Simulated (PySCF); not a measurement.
**C₅H₇F: geometry, spin-spin couplings**

What spin-spin couplings should C₅H₇F (`F[C@@]12CC[C@@H]1C2`) show?

Programs: PySCF 2.14.0, with density-fitted response routines of our own. Each step states its level of theory. These are calculated values for one molecule in the gas phase, unless marked as measured. Atoms are numbered from 0 throughout.

## 1. The molecule as given

13 atoms, charge 0, multiplicity 1; geometry from: GFN2-xTB. The atoms were then displaced at random by about 0.01 Å, so the start is not that level's minimum.

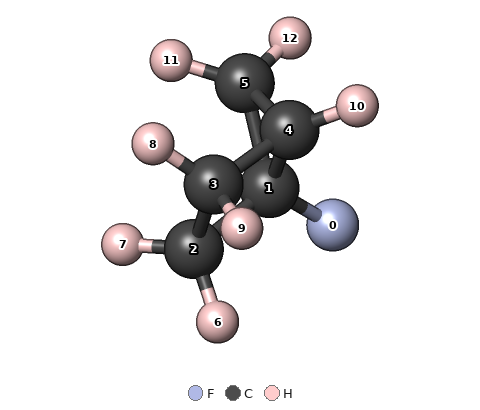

The starting geometry (fluorine light blue, carbon dark grey, hydrogen pink), atoms numbered.

## 2. Optimising the geometry at PBE0-D3(BJ)/def2-SVP

The job: settings as JSON, then the geometry in Å.

```
{"job": {"xc": "PBE0", "basis": "def2-SVP", "d3": "d3bj", "grid": 1, "shake": 0.01, "kind": "geom"}, "charge": 0, "multiplicity": 1}
F      0.864340    -2.106470     0.448680
C      0.404740    -0.860770     0.043140
C     -1.028920    -0.602730    -0.435960
C     -0.909740     0.783920     0.260380
C      0.463930     0.457800     0.747610
C      1.349490     0.198080    -0.434130
H     -1.718690    -1.274050     0.034370
H     -1.134200    -0.598750    -1.512780
H     -1.010360     1.645260    -0.384040
H     -1.671170     0.889810     1.075460
H      0.850480     0.726660     1.733190
H      1.178390     0.696160    -1.364800
H      2.367520     0.028210    -0.221440
```

Started as:

```sh
OMP_NUM_THREADS=1 python probes_run.py task.json out
```

The driver reads the jobs from task.json and runs them one after another.

The program printed:

```text
step   0  E = -293.98183459  max force = 0.032400
step   1  E = -293.98201971  max force = 0.017932
step   2  E = -293.98616466  max force = 0.010593
step   3  E = -293.98745276  max force = 0.004594
step   4  E = -293.98777114  max force = 0.002494
step   5  E = -293.98792893  max force = 0.001588
step   6  E = -293.98799982  max force = 0.001649
step   7  E = -293.98802838  max force = 0.000981
step   8  E = -293.98803912  max force = 0.000583
step   9  E = -293.98804242  max force = 0.000357
optimisation converged
```

Wall time 79 s (1 thread of Arm Neoverse N1, shared host); peak memory 0.51 GiB.

Step by step:

```csv
step,energy from step 0 (eV),largest force component (eV/Å)
0,0.0000,1.6661
1,-0.0050,0.9221
2,-0.1178,0.5447
3,-0.1529,0.2362
4,-0.1615,0.1282
5,-0.1658,0.0817
6,-0.1678,0.0848
7,-0.1685,0.0504
8,-0.1688,0.0300
9,-0.1689,0.0184
```

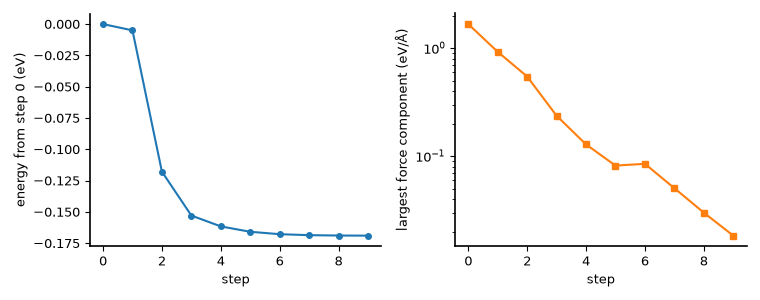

Energy and largest force along the relaxation.

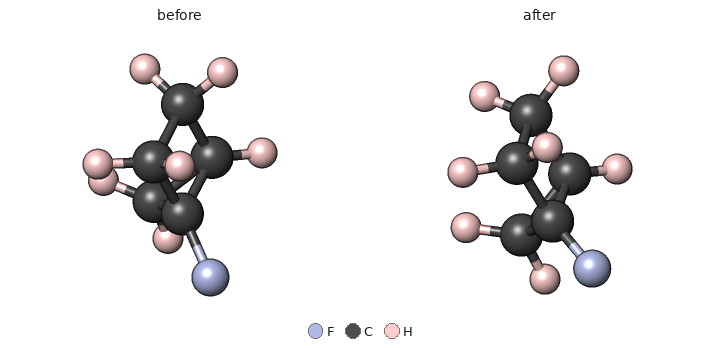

The geometry before (left) and after (right).

Close pairs (by a distance rule), those that changed most:

```csv
bond,before (Å),after (Å),change (Å)
F0–C1,1.388,1.347,-0.041
C5–H12,1.054,1.093,+0.039
C3–C4,1.494,1.526,+0.032
C5–H11,1.069,1.098,+0.028
C2–H6,1.071,1.099,+0.028
C3–H8,1.080,1.102,+0.022
C3–H9,1.120,1.099,-0.022
C1–C2,1.533,1.512,-0.021
```

The next job starts from the end point, and lists it.

```csv
at the end point,value
point group (found at 0.08 Å tolerance),C1
"rotational constants (GHz, main isotopes)","6.136, 3.767, 2.951"
dipole moment (D),1.42
```

## 3. Spin-spin couplings: B3LYP/cc-pVTZ

The job: settings as JSON, then the geometry in Å.

```
{"job": {"kind": "j", "xc": "B3LYP", "basis": "cc-pVTZ"}, "charge": 0, "multiplicity": 1}
F      0.227704    -2.078538     0.874877
C      0.156310    -0.901450     0.223685
C     -1.135215    -0.385094    -0.369309
C     -0.688951     1.051444     0.026979
C      0.566072     0.478616     0.678950
C      1.363439    -0.274974    -0.362127
H     -2.002297    -0.716067     0.219246
H     -1.316190    -0.601159    -1.434444
H     -0.506881     1.746092    -0.809097
H     -1.377282     1.528242     0.738399
H      1.017799     0.813102     1.615535
H      1.395739     0.060783    -1.406544
H      2.297378    -0.699454     0.015675
```

With the program's defaults for keys left out, this is: B3LYP/cc-pVTZ indirect spin-spin coupling, non-relativistic, gas phase.

The program printed:

```text
coarse grid: 10856 points
cycle   1  E = -294.5672865509  dE =  8.989e-01  |g| = 5.534e-01  |ddm| = 7.588e+00
cycle   2  E = -294.5331888910  dE =  3.410e-02  |g| = 7.393e-01  |ddm| = 2.317e+00
cycle   3  E = -294.6263475777  dE = -9.316e-02  |g| = 5.733e-02  |ddm| = 1.309e+00
cycle   4  E = -294.6266633277  dE = -3.157e-04  |g| = 3.819e-02  |ddm| = 1.325e-01
cycle   5  E = -294.6269549789  dE = -2.917e-04  |g| = 5.699e-03  |ddm| = 5.998e-02
cycle   6  E = -294.6269607833  dE = -5.804e-06  |g| = 2.093e-03  |ddm| = 1.090e-02
final grid: 105248 points
cycle   7  E = -294.6239227394  dE = -7.694e-05  |g| = 8.947e-03  |ddm| = 1.320e-01
cycle   8  E = -294.6238995350  dE =  2.320e-05  |g| = 1.427e-02  |ddm| = 3.403e-02
cycle   9  E = -294.6239385645  dE = -3.903e-05  |g| = 8.199e-04  |ddm| = 2.051e-02
cycle  10  E = -294.6239386531  dE = -8.861e-08  |g| = 3.609e-04  |ddm| = 1.956e-03
cycle  11  E = -294.6239386781  dE = -2.503e-08  |g| = 6.110e-05  |ddm| = 6.388e-04
cycle  12  E = -294.6239386788  dE = -6.791e-10  |g| = 2.177e-05  |ddm| = 1.104e-04
converged SCF energy = -294.6239386788

Indirect spin-spin couplings (Hz)
  i      j    bonds     total        FC       PSO       DSO        SD
  0 F    1 C    1   -328.663  -348.104     7.111     1.036    11.293
  0 F    2 C    2     12.714    10.643    -0.017    -0.127     2.215
  0 F    3 C    3      4.403     6.229    -1.581    -0.363     0.118
  0 F    4 C    2      6.024     1.679     3.940    -0.206     0.612
  0 F    5 C    2      2.198     4.741    -1.361    -0.168    -1.014
  0 F    6 H    3      9.554     8.712     1.329    -0.040    -0.447
  0 F    7 H    3      0.133    -0.916     1.959    -1.155     0.246
  0 F    8 H    4     14.762    16.222     0.297    -1.774     0.016
  0 F    9 H    4     -2.362    -1.256     0.389    -1.182    -0.314
  0 F   10 H    3      9.794     7.996     2.262    -0.759     0.294
  0 F   11 H    3      0.163     0.188     1.633    -1.774     0.117
  0 F   12 H    3     11.584    10.996     1.716    -0.009    -1.119
  1 C    2 C    1     34.692    34.713    -0.337     0.316         -
  1 C    3 C    2     -2.757    -2.810    -0.038     0.091         -
  1 C    4 C    1      0.886     1.750    -1.174     0.310         -
  1 C    5 C    1     17.879    19.367    -1.784     0.297         -
  1 C    6 H    2     -8.318    -8.448     0.036     0.094         -
  1 C    7 H    2     -3.132    -3.195     0.051     0.011         -
  1 C    8 H    3      7.028     6.954     0.342    -0.267         -
  1 C    9 H    3      2.397     2.496     0.153    -0.252         -
  1 C   10 H    2     -3.626    -3.576     0.206    -0.256         -
  1 C   11 H    2     -2.251    -2.308     0.189    -0.132         -
  1 C   12 H    2     -3.290    -3.132    -0.133    -0.024         -
  2 C    3 C    1     20.086    18.906     0.962     0.219         -
  2 C    4 C    2     -2.569    -2.481    -0.128     0.040         -
  2 C    5 C    2      0.720     0.821    -0.092    -0.008         -
  2 C    6 H    1    124.781   122.970     0.912     0.900         -
  2 C    7 H    1    126.349   124.611     0.863     0.875         -
  2 C    8 H    2     -1.233    -1.378     0.314    -0.169         -
  2 C    9 H    2     -3.469    -3.621     0.292    -0.140         -
  2 C   10 H    3      3.066     3.207     0.365    -0.507         -
  2 C   11 H    3      4.474     4.464    -0.026     0.035         -
  2 C   12 H    3      3.056     3.164     0.406    -0.515         -
  3 C    4 C    1     26.792    26.444     0.106     0.242         -
  3 C    5 C    2     -1.152    -1.054    -0.099     0.001         -
  3 C    6 H    2     -3.797    -3.987     0.314    -0.123         -
  3 C    7 H    2     -1.499    -1.629     0.341    -0.211         -
  3 C    8 H    1    126.276   124.541     0.896     0.839         -
  3 C    9 H    1    126.153   124.377     0.956     0.819         -
  3 C   10 H    2      1.037     1.030     0.325    -0.317         -
  3 C   11 H    3      6.508     6.457    -0.008     0.059         -
  3 C   12 H    3      7.449     7.541     0.412    -0.504         -
  4 C    5 C    1      8.362     8.668    -0.535     0.228         -
  4 C    6 H    3      0.738     0.859     0.163    -0.284         -
  4 C    7 H    3      6.740     6.843     0.333    -0.436         -
  4 C    8 H    2     -2.927    -3.123     0.319    -0.124         -
  4 C    9 H    2     -3.422    -3.527     0.198    -0.093         -
  4 C   10 H    1    173.605   172.064     0.519     1.022         -
  4 C   11 H    2     -2.311    -2.556     0.508    -0.263         -
  4 C   12 H    2      0.008    -0.080     0.241    -0.154         -
  5 C    6 H    3      4.617     4.733     0.417    -0.533         -
  5 C    7 H    3      2.778     2.779     0.057    -0.058         -
  5 C    8 H    3      5.687     5.602     0.071     0.014         -
  5 C    9 H    3      5.710     5.807     0.416    -0.513         -
  5 C   10 H    2      0.046    -0.026     0.373    -0.301         -
  5 C   11 H    1    155.887   154.112     0.862     0.913         -
  5 C   12 H    1    143.121   141.195     1.026     0.900         -
  6 H    7 H    2     -9.493    -9.485     2.175    -2.183         -
  6 H    8 H    3      3.421     3.754     1.896    -2.229         -
  6 H    9 H    3     10.164     9.994    -0.220     0.390         -
  6 H   10 H    4     -0.337    -0.102     1.218    -1.453         -
  6 H   11 H    4     -0.471    -0.178     1.538    -1.831         -
  6 H   12 H    4      1.622     1.943     1.733    -2.054         -
  7 H    8 H    3      4.571     4.500     0.146    -0.074         -
  7 H    9 H    3      2.718     3.028     1.769    -2.078         -
  7 H   10 H    4      1.302     1.679     1.975    -2.352         -
  8 H    9 H    2     -9.549    -9.522     2.252    -2.279         -
  8 H   10 H    3     -0.031     0.226     1.549    -1.807         -
  8 H   11 H    4      0.384     0.170    -0.986     1.200         -
  8 H   12 H    4     -0.446    -0.223     1.361    -1.584         -
  9 H   10 H    3      4.316     4.327     0.439    -0.450         -
  9 H   11 H    4     -0.555    -0.282     1.477    -1.750         -
  9 H   12 H    4      1.157     1.435     1.684    -1.962         -
 10 H   11 H    3      0.492     0.797     2.062    -2.367         -
 10 H   12 H    3      6.353     6.294     0.275    -0.216         -
 11 H   12 H    2     -3.862    -3.776     2.618    -2.704         -
```

It took 71 s on 1 thread of Arm Neoverse N1, shared host; peak memory 0.94 GiB.

The basis is not made for couplings: without tight functions at the nuclei these values are rough.

A choice of the couplings up to four bonds, sorted by the number of bonds; isotopes 13C, 19F, 1H:

```csv
pair,bonds,J (Hz),Fermi contact (Hz),dihedral (°)
F0–C1,1,-328.7,-348.1,–
C4–H10,1,173.6,172.1,–
C5–H11,1,155.9,154.1,–
C5–H12,1,143.1,141.2,–
C2–H7,1,126.3,124.6,–
C3–H8,1,126.3,124.5,–
C3–H9,1,126.2,124.4,–
C2–H6,1,124.8,123.0,–
C1–C2,1,34.7,34.7,–
F0–C2,2,12.7,10.6,–
H8–H9,2,-9.5,-9.5,–
H6–H7,2,-9.5,-9.5,–
C1–H6,2,-8.3,-8.4,–
F0–C4,2,6.0,1.7,–
H11–H12,2,-3.9,-3.8,–
C3–H6,2,-3.8,-4.0,–
C1–H10,2,-3.6,-3.6,–
C2–H9,2,-3.5,-3.6,–
F0–H12,3,11.6,11.0,-16
H6–H9,3,10.2,10.0,-6
F0–H10,3,9.8,8.0,1
F0–H6,3,9.6,8.7,31
C3–H12,3,7.4,7.5,179
C1–H8,3,7.0,7.0,–
C4–H7,3,6.7,6.8,–
C3–H11,3,6.5,6.5,34
H10–H12,3,6.4,6.3,17
F0–H8,4,14.8,16.2,–
F0–H9,4,-2.4,-1.3,–
H6–H12,4,1.6,1.9,–
H7–H10,4,1.3,1.7,–
H9–H12,4,1.2,1.4,–
```

The spin-dipole term was solved for some atoms only; pairs without it lack that part.

## 4. Indirect couplings: B3LYP/6-31G*

Same as in step 3 but for these lines:

```diff
@@ -1,2 +1,2 @@
-{"job": {"kind": "j", "xc": "B3LYP", "basis": "cc-pVTZ"}, "charge": 0, "multiplicity": 1}
+{"job": {"kind": "j", "xc": "B3LYP", "basis": "6-31G*"}, "charge": 0, "multiplicity": 1}
 F      0.227704    -2.078538     0.874877
```

Method: B3LYP/6-31G* indirect spin-spin coupling, non-relativistic, gas phase.

The program printed:

```text
coarse grid: 10856 points
cycle   1  E = -294.4809371295  dE =  9.169e-01  |g| = 5.511e-01  |ddm| = 3.337e+00
cycle   2  E = -294.4542264978  dE =  2.671e-02  |g| = 6.975e-01  |ddm| = 1.148e+00
cycle   3  E = -294.5427588271  dE = -8.853e-02  |g| = 5.722e-02  |ddm| = 6.310e-01
cycle   4  E = -294.5432813176  dE = -5.225e-04  |g| = 2.928e-02  |ddm| = 7.701e-02
cycle   5  E = -294.5434719904  dE = -1.907e-04  |g| = 3.643e-03  |ddm| = 3.128e-02
cycle   6  E = -294.5434742307  dE = -2.240e-06  |g| = 1.874e-03  |ddm| = 5.940e-03
final grid: 105248 points
cycle   7  E = -294.5073324587  dE = -1.665e-05  |g| = 8.506e-03  |ddm| = 2.103e-02
cycle   8  E = -294.5073131725  dE =  1.929e-05  |g| = 1.303e-02  |ddm| = 2.017e-02
cycle   9  E = -294.5073485112  dE = -3.534e-05  |g| = 7.238e-04  |ddm| = 1.230e-02
cycle  10  E = -294.5073486138  dE = -1.027e-07  |g| = 1.567e-04  |ddm| = 7.302e-04
cycle  11  E = -294.5073486185  dE = -4.617e-09  |g| = 3.216e-05  |ddm| = 1.609e-04
cycle  12  E = -294.5073486186  dE = -1.860e-10  |g| = 1.691e-05  |ddm| = 5.012e-05
converged SCF energy = -294.5073486186

Indirect spin-spin couplings (Hz)
  i      j    bonds     total        FC       PSO       DSO        SD
  0 F    1 C    1   -232.405  -251.834     9.044     1.152     9.234
  0 F    2 C    2     20.624    18.298     0.309    -0.108     2.124
  0 F    3 C    3      5.641     7.410    -1.510    -0.350     0.092
  0 F    4 C    2     17.011    13.177     3.440    -0.185     0.580
  0 F    5 C    2     11.293    13.436    -1.203    -0.146    -0.794
  0 F    6 H    3      6.238     5.652     0.898     0.017    -0.328
  0 F    7 H    3     -1.314    -1.704     1.257    -1.093     0.226
  0 F    8 H    4     12.204    13.940    -0.005    -1.730    -0.001
  0 F    9 H    4     -2.059    -0.743     0.133    -1.142    -0.308
  0 F   10 H    3      6.169     4.759     1.852    -0.704     0.262
  0 F   11 H    3     -0.756    -0.036     0.759    -1.710     0.231
  0 F   12 H    3      9.230     8.792     1.277     0.050    -0.888
  1 C    2 C    1     63.155    63.051    -0.211     0.315         -
  1 C    3 C    2     -3.740    -3.848     0.017     0.091         -
  1 C    4 C    1     19.139    19.612    -0.784     0.311         -
  1 C    5 C    1     33.023    34.118    -1.394     0.298         -
  1 C    6 H    2     -7.472    -7.591     0.016     0.103         -
  1 C    7 H    2     -2.906    -2.967     0.043     0.019         -
  1 C    8 H    3      7.959     7.923     0.298    -0.262         -
  1 C    9 H    3      2.346     2.480     0.113    -0.248         -
  1 C   10 H    2     -2.947    -2.830     0.128    -0.245         -
  1 C   11 H    2     -1.738    -1.725     0.110    -0.123         -
  1 C   12 H    2     -3.507    -3.334    -0.162    -0.011         -
  2 C    3 C    1     42.629    41.539     0.871     0.220         -
  2 C    4 C    2     -3.185    -3.149    -0.077     0.041         -
  2 C    5 C    2     -0.358    -0.312    -0.038    -0.007         -
  2 C    6 H    1    158.660   157.150     0.546     0.964         -
  2 C    7 H    1    151.137   149.708     0.487     0.942         -
  2 C    8 H    2     -1.701    -1.821     0.279    -0.159         -
  2 C    9 H    2     -3.460    -3.591     0.261    -0.130         -
  2 C   10 H    3      3.237     3.450     0.286    -0.499         -
  2 C   11 H    3      4.136     4.107    -0.012     0.041         -
  2 C   12 H    3      2.359     2.541     0.327    -0.509         -
  3 C    4 C    1     54.025    53.620     0.162     0.243         -
  3 C    5 C    2     -2.039    -1.995    -0.046     0.002         -
  3 C    6 H    2     -3.889    -4.062     0.286    -0.112         -
  3 C    7 H    2     -1.931    -2.026     0.296    -0.201         -
  3 C    8 H    1    153.197   151.774     0.520     0.902         -
  3 C    9 H    1    154.778   153.315     0.576     0.886         -
  3 C   10 H    2      0.969     1.010     0.265    -0.306         -
  3 C   11 H    3      6.233     6.171    -0.002     0.065         -
  3 C   12 H    3      6.507     6.674     0.330    -0.498         -
  4 C    5 C    1     23.215    23.294    -0.310     0.231         -
  4 C    6 H    3      1.171     1.333     0.116    -0.278         -
  4 C    7 H    3      7.953     8.124     0.258    -0.429         -
  4 C    8 H    2     -2.957    -3.108     0.267    -0.115         -
  4 C    9 H    2     -3.494    -3.566     0.156    -0.084         -
  4 C   10 H    1    179.612   178.340     0.170     1.101         -
  4 C   11 H    2     -1.432    -1.553     0.371    -0.251         -
  4 C   12 H    2     -1.352    -1.387     0.176    -0.141         -
  5 C    6 H    3      4.352     4.553     0.327    -0.527         -
  5 C    7 H    3      2.915     2.928     0.041    -0.053         -
  5 C    8 H    3      5.752     5.677     0.056     0.019         -
  5 C    9 H    3      5.607     5.789     0.325    -0.507         -
  5 C   10 H    2     -0.506    -0.484     0.266    -0.289         -
  5 C   11 H    1    171.034   169.564     0.487     0.984         -
  5 C   12 H    1    170.507   168.902     0.635     0.970         -
  6 H    7 H    2    -12.838   -11.955     1.169    -2.052         -
  6 H    8 H    3      2.827     3.751     1.261    -2.185         -
  6 H    9 H    3     10.788    10.765    -0.404     0.427         -
  6 H   10 H    4     -0.818    -0.218     0.826    -1.426         -
  6 H   11 H    4     -0.929    -0.221     1.096    -1.804         -
  6 H   12 H    4      1.165     1.938     1.258    -2.031         -
  7 H    8 H    3      4.930     5.050    -0.082    -0.038         -
  7 H    9 H    3      2.053     2.931     1.157    -2.035         -
  7 H   10 H    4      1.136     2.015     1.442    -2.322         -
  7 H   11 H    4      0.249     0.024    -0.596     0.821         -
  7 H   12 H    4     -0.305     0.337     0.949    -1.590         -
  8 H    9 H    2    -12.963   -12.041     1.226    -2.148         -
  8 H   10 H    3     -0.588     0.189     0.986    -1.763         -
  8 H   11 H    4      0.656     0.269    -0.825     1.212         -
  8 H   12 H    4     -0.791    -0.179     0.947    -1.559         -
  9 H   10 H    3      4.504     4.783     0.131    -0.410         -
  9 H   11 H    4     -0.995    -0.318     1.047    -1.723         -
  9 H   12 H    4      0.785     1.497     1.227    -1.939         -
 10 H   11 H    3     -0.504     0.417     1.400    -2.321         -
 10 H   12 H    3      6.458     6.633    -0.000    -0.174         -
 11 H   12 H    2     -6.735    -5.643     1.475    -2.567         -
```

Run time: 16 s. Hardware: 1 thread of Arm Neoverse N1, shared host; peak memory 0.59 GiB.

The basis is not made for couplings: without tight functions at the nuclei these values are rough.

This run: J(F0,C1) -232.4 Hz, J(C4,H10) 179.6 Hz, J(C5,H11) 171.0 Hz.

## 5. Comparing the runs: spin-spin couplings

Couplings (Hz), with basis size and wall time:

```csv
run,F0–C1,C4–H10,C5–H11,C5–H12,C2–H7,C3–H8,C3–H9,functions,time
B3LYP/cc-pVTZ,-328.7,173.6,155.9,143.1,126.3,126.3,126.2,278,71 s
B3LYP/6-31G*,-232.4,179.6,171.0,170.5,151.1,153.2,154.8,98,16 s
```

## 6. What came out

| quantity | value |
| --- | --- |
| point group | C1 |
| rotational constants (main isotopes) | 6.14, 3.77, 2.95 GHz |
| largest coupling of the table (B3LYP/cc-pVTZ) | 1J(F,C) F0–C1, -328.7 Hz |
| range of J(F0,C1), mean over like pairs | -328.7 to -232.4 Hz |

In words: Relaxing lowered the energy by 0.169 eV in 9 steps; the close pair that moved most is F0–C1, from 1.388 to 1.347 Å. In the run at B3LYP/cc-pVTZ, the largest coupling of the table is F0–C1, -328.7 Hz, of which the Fermi-contact term gives -348.1 Hz. Couplings across rotatable bonds belong to this one conformer; where others are populated, the observed values are averages. The coupling F0–C1, as a mean over pairs of its kind, runs from -328.7 Hz (B3LYP/cc-pVTZ) to -232.4 Hz (B3LYP/6-31G*). Couplings from bases without tight functions are rough.
